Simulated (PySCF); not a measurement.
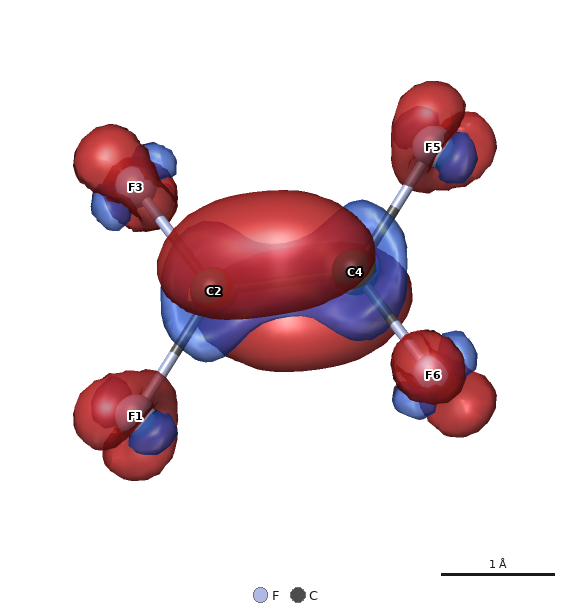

Figure 1: C2F4, SMILES `FC(F)=C(F)F`. Fukui function f⁻ = ρ(N) − ρ(N−1) at fixed geometry, surfaces at ±0.06 e/Å³ (red positive, blue negative).

Computed with PySCF, ωB97X/def2-TZVP, geometry: GFN2-xTB. No frequency check shows the geometry to be a minimum.

Cartesian coordinates (Å):

```
F1      -1.4006   -1.0958    0.0000
C2      -0.6644   -0.0004    0.0000
F3      -1.4006    1.0961    0.0000
C4       0.6644   -0.0004    0.0000
F5       1.4006    1.0961    0.0000
F6       1.4006   -1.0958    0.0000
```

Q: Which atoms respond most to the removal of an electron?

A: f⁻ (Hirshfeld-condensed) is largest on C2 and C4 (0.22 each) and F1, F3, F5 and F6 (0.14 each); the vertical ionisation energy is 10.32 eV (the stability of the cation's solution wasn't checked). Condensed values hint at sites of electrophilic attack but needn't mark the atom that reacts. Orbital relaxation makes it negative in places (0.16 e in all).

```
atom     f⁻  charge
  F1  +0.14   −0.06
  C2  +0.22   +0.12
  F3  +0.14   −0.06
  C4  +0.22   +0.12
  F5  +0.14   −0.06
  F6  +0.14   −0.06
```
